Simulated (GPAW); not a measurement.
Band structure of Al (Fm-3m, 1 atom in the cell).

```
CELL_PARAMETERS angstrom
      0.00000     2.01522     2.01522
      2.01522     0.00000     2.01522
      2.01522     2.01522     0.00000
ATOMIC_POSITIONS crystal
  Al 0.00000 0.00000 0.00000
```

Method: PBE, GPAW PAW datasets PBE (gpaw-data 1.0.1) (plane waves; GPAW).

Settings: mode = pw; ecut = 600 eV; xc = PBE; kpts = 10 10 10; mesh shift (steps) = 0 0 0; occupations.name = fermi-dirac; occupations.width = 0.1 eV; nbands = -7; convergence.forces = 0.001 eV/Å; symmetry.symmorphic = false; symmetry.tolerance = 0.0005; maxiter = 120; bandpath_npoints = 40.

The starting cell comes from a database of computed structures (which also holds hypothetical and non-ambient phases and stackings), without a prior relaxation at this level. Its lattice was rescaled by a random factor within 2.5 % of one.

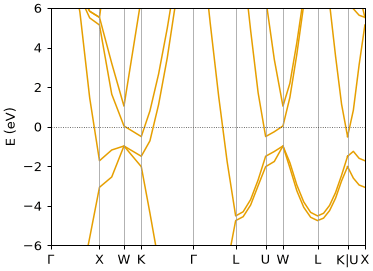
Figure. Bands along the path, energies from the Fermi level.

Levels in eV from the Fermi level, bands 1 to 5:
```
point       1      2      3      4      5
-----  ------  -----  -----  -----  -----
Γ      -11.31  12.56  12.56  12.56  14.11
X       -3.06  -1.72   5.14   5.53   5.53
W       -0.97  -0.97   0.04   1.04  15.83
K       -2.02  -1.49  -0.50   6.50   8.14
L       -4.74  -4.50  11.39  11.39  11.40
U       -2.02  -1.49  -0.50   6.50   8.14
```

Bands cross the Fermi level along this path, so the cell is metallic at this level.
